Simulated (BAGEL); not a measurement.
# [B2H5O2]− (SMILES [BH3-]B(O)O) at HF/STO-3G (density fitting with qzvpp-jkfit)

What is the energy change on altering one bond length of [B2H5O2]− at HF/STO-3G (density fitting with qzvpp-jkfit)? 

Program for the calculation: BAGEL 1.2.2.

2 further runs of the same task are left out: 2 set aside as unsound or not needed. Runs told in other sessions of the task aren't counted.

### 1 The structure to begin with

[B2H5O2]−: 9 atoms, total charge -1, spin state singlet. SMILES: `[BH3-]B(O)O`. The coordinates come from a GFN2-xTB relaxation. This is one conformer, not always the lowest.

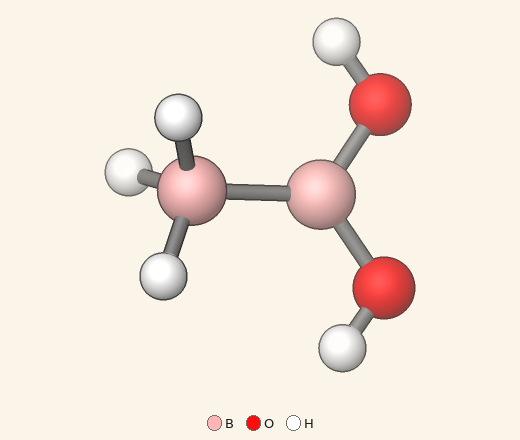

Viewed from a chosen angle; boron pink, oxygen red, hydrogen white.

### 2 The energy at HF/STO-3G (density fitting with qzvpp-jkfit)

File input.json:

```json
{ "bagel" : [

{
  "title" : "molecule",
  "basis" : "sto-3g",
  "df_basis" : "qzvpp-jkfit",
  "angstrom" : "true",
  "geometry" : [
    { "atom" : "B", "xyz" : [       0.254680,       0.940610,      -0.319590 ] },
    { "atom" : "B", "xyz" : [      -0.171720,      -0.610840,       0.220640 ] },
    { "atom" : "O", "xyz" : [       0.717840,      -1.692820,       0.355770 ] },
    { "atom" : "O", "xyz" : [      -1.467670,      -1.025080,       0.580350 ] },
    { "atom" : "H", "xyz" : [       0.503080,       0.926310,      -1.531980 ] },
    { "atom" : "H", "xyz" : [      -0.645350,       1.775930,      -0.140800 ] },
    { "atom" : "H", "xyz" : [       1.274260,       1.363820,       0.241170 ] },
    { "atom" : "H", "xyz" : [       1.593070,      -1.398680,       0.109540 ] },
    { "atom" : "H", "xyz" : [      -2.058200,      -0.279260,       0.484900 ] }
  ]
},

{ "title" : "hf", "charge" : -1 },

{ "title" : "print", "file" : "orbitals.molden", "orbitals" : "true" }

]}
```

The run is started by

```
$ BAGEL_NUM_THREADS=1 BAGEL input.json > input.out
```

Log:

```text
* using 1 threads per process

  ===============================================================
  ===============================================================

  *** Geometry ***

  { "atom" : "B", "xyz" : [      0.481275,      1.777495,     -0.603938 ] },
  { "atom" : "B", "xyz" : [     -0.324504,     -1.154320,      0.416949 ] },
  { "atom" : "O", "xyz" : [      1.356521,     -3.198966,      0.672308 ] },
  { "atom" : "O", "xyz" : [     -2.773494,     -1.937120,      1.096703 ] },
  { "atom" : "H", "xyz" : [      0.950683,      1.750472,     -2.895023 ] },
  { "atom" : "H", "xyz" : [     -1.219535,      3.356021,     -0.266073 ] },
  { "atom" : "H", "xyz" : [      2.408002,      2.577246,      0.455745 ] },
  { "atom" : "H", "xyz" : [      3.010466,     -2.643122,      0.207001 ] },
  { "atom" : "H", "xyz" : [     -3.889434,     -0.527725,      0.916328 ] },

  Number of auxiliary basis functions:      394

  Since a DF basis is specified, we compute 2- and 3-index integrals:
    o Being stored without compression. Storage requirement is 0.002 GB

  Number of basis functions:       25
  Number of electrons      :       31

    * METHOD: MOLECULE                             0.09

  *** RHF ***

  === Nuclear Repulsion ===
   103.3700351057

      * DIIS with orbital gradients will be used.

  === RHF iteration (sto-3g) ===
      0       -199.20373112          0.02133086           0.01
      1       -199.29283237          0.00622299           0.01
      2       -199.29946398          0.00132165           0.01
      3       -199.29998034          0.00016366           0.01
      4       -199.29998874          0.00004137           0.01
      5       -199.29998930          0.00000873           0.01
      6       -199.29998933          0.00000242           0.01
      7       -199.29998933          0.00000039           0.01
      8       -199.29998933          0.00000009           0.01
      9       -199.29998933          0.00000003           0.01
     10       -199.29998933          0.00000001           0.01
    * SCF iteration converged.

    * Permanent dipole moment:
           (    0.457201,     1.695165,    -0.589256) a.u.

    * METHOD: HF                                   0.12

    * METHOD: PRINT                                0.00

  ===============================================================
```

Run time: 0.38 s. Hardware: 1 thread of Arm Neoverse V2, shared host; peak memory 0.084 GiB.

### 3 The distorted shape, same level

File input.json:

```json
{ "bagel": [

{
  "title": "molecule",
  "basis": "sto-3g",
  "df_basis": "qzvpp-jkfit",
  "angstrom": "true",
  "geometry": [
    { "atom": "B", "xyz": [       0.524659,       0.690042,      -0.373221 ] },
    { "atom": "B", "xyz": [       0.098259,      -0.861408,       0.167009 ] },
    { "atom": "O", "xyz": [       0.987819,      -1.943388,       0.302139 ] },
    { "atom": "O", "xyz": [      -1.197691,      -1.275648,       0.526719 ] },
    { "atom": "H", "xyz": [       0.773059,       0.675742,      -1.585611 ] },
    { "atom": "H", "xyz": [      -0.645350,       1.775930,      -0.140800 ] },
    { "atom": "H", "xyz": [       1.544239,       1.113252,       0.187539 ] },
    { "atom": "H", "xyz": [       1.863049,      -1.649248,       0.055909 ] },
    { "atom": "H", "xyz": [      -1.788221,      -0.529828,       0.431269 ] }
  ]
},

{
  "title": "hf",
  "charge": -1
},

{
  "title": "print",
  "file": "orbitals.molden",
  "orbitals": "true"
}

]}
```

The run is started by

```
$ BAGEL_NUM_THREADS=1 BAGEL input.json > input.out
```

Log:

```text
* using 1 threads per process

  ===============================================================
  ===============================================================

  *** Geometry ***

  { "atom" : "B", "xyz" : [      0.991462,      1.303990,     -0.705285 ] },
  { "atom" : "B", "xyz" : [      0.185683,     -1.627825,      0.315601 ] },
  { "atom" : "O", "xyz" : [      1.866707,     -3.672471,      0.570960 ] },
  { "atom" : "O", "xyz" : [     -2.263308,     -2.410625,      0.995355 ] },
  { "atom" : "H", "xyz" : [      1.460870,      1.276967,     -2.996371 ] },
  { "atom" : "H", "xyz" : [     -1.219535,      3.356021,     -0.266073 ] },
  { "atom" : "H", "xyz" : [      2.918189,      2.103741,      0.354397 ] },
  { "atom" : "H", "xyz" : [      3.520652,     -3.116627,      0.105653 ] },
  { "atom" : "H", "xyz" : [     -3.379248,     -1.001230,      0.814980 ] },

  Number of auxiliary basis functions:      394

  Since a DF basis is specified, we compute 2- and 3-index integrals:
    o Being stored without compression. Storage requirement is 0.002 GB

  Number of basis functions:       25
  Number of electrons      :       31

    * METHOD: MOLECULE                             0.09

  *** RHF ***

  === Nuclear Repulsion ===
   102.5109561932

      * DIIS with orbital gradients will be used.

  === RHF iteration (sto-3g) ===
      0       -199.14169919          0.02171288           0.01
      1       -199.23250348          0.00660366           0.01
      2       -199.24000287          0.00145420           0.01
      3       -199.24061954          0.00016010           0.01
      4       -199.24062732          0.00004459           0.01
      5       -199.24062796          0.00001028           0.01
      6       -199.24062799          0.00000281           0.01
      7       -199.24062800          0.00000049           0.01
      8       -199.24062800          0.00000013           0.01
      9       -199.24062800          0.00000004           0.01
     10       -199.24062800          0.00000001           0.01
    * SCF iteration converged.

    * Permanent dipole moment:
           (    0.187372,     1.980164,    -0.541052) a.u.

    * METHOD: HF                                   0.12

    * METHOD: PRINT                                0.00

  ===============================================================
```

Run time: 0.38 s. Hardware: 1 thread of Arm Neoverse V2, shared host; peak memory 0.084 GiB.

### 4 What came out

Level: HF/STO-3G (density fitting with qzvpp-jkfit).

| quantity | value |
| --- | --- |
| first shape: total energy | -199.29999 Eh |
| first shape: HOMO energy | -1.21 eV |
| first shape: LUMO energy | 16.03 eV |
| first shape: HOMO–LUMO gap (to an unbound level, set by the basis) | 17.24 eV |
| distorted shape: total energy | -199.24063 Eh |
| distorted shape: HOMO energy | -1.02 eV |
| distorted shape: LUMO energy | 15.71 eV |
| distorted shape: HOMO–LUMO gap (to an unbound level, set by the basis) | 16.72 eV |
| energy change with the B1–H6 bond stretched from 1.241 to 1.613 Å | 1.615 eV |

What this shows: With the B1–H6 bond stretched from 1.241 to 1.613 Å the energy rises by 1.62 eV (37 kcal/mol). The first shape isn't relaxed at this level, so the change isn't measured from a minimum. The minimal basis adds a large error of its own.
